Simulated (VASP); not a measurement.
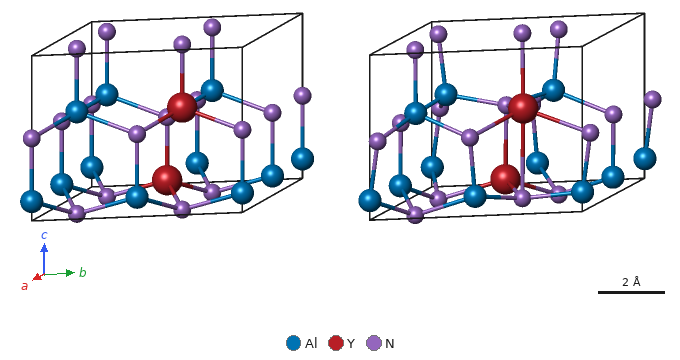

Two geometries of solid YAl3N4 (a generated structure, set up in Cmc2_1), drawn at one scale. One is the start of a relaxation, the other its converged end. The picture is a ball-and-stick view of the cell of the calculation (origin shifted), seen slightly off an axis.

Theory: VASP 6.6.1, Kohn-Sham DFT of a periodic cell, PBEsol, VASP PAW PBE potentials, recommended. (plane-wave cutoff 600 eV; k-point mesh 4 × 4 × 5; occupations gaussian; smearing width 0.05 eV; no spin polarisation)

Q: Which one is relaxed?

A: The right one is the relaxed one. The run lets cell and atoms move. After 23 geometry steps the energy has fallen by 291 meV per atom. The largest force component goes from 5.1 to 0.0077 eV/Å. Pressure: 6.71 GPa at the start and −0.05 GPa at the end. The largest moves relative to the cell, 0.35 Å, are those of N atoms. By element the largest moves are N 0.35 Å, Y 0.20 Å, Al 0.08 Å. The volume changes by −1.7 %, with a 6.633 → 6.518 Å (−1.7 %), b 6.633 → 6.695 Å (+0.9 %), c 5.114 → 5.115 Å (0.0 %), γ 120.0° → 120.9°. Among the contacts that change: N–Y 1.954 → 2.315 Å, N–Y 3.161 → 2.805 Å, Y–Y 3.195 → 3.418 Å, Al–Y 3.317 → 3.095 Å. Bond angles that change, for instance: Al–N–Al 111.4° → 125.8°, N–Y–N 107.5° → 93.7°, Al–N–Y 111.4° → 98.0°. The space group stays Cmc2_1 (No. 36). It ran on 1 thread of Intel(R) Xeon(R) 6975P-C (Granite Rapids), on a shared host.
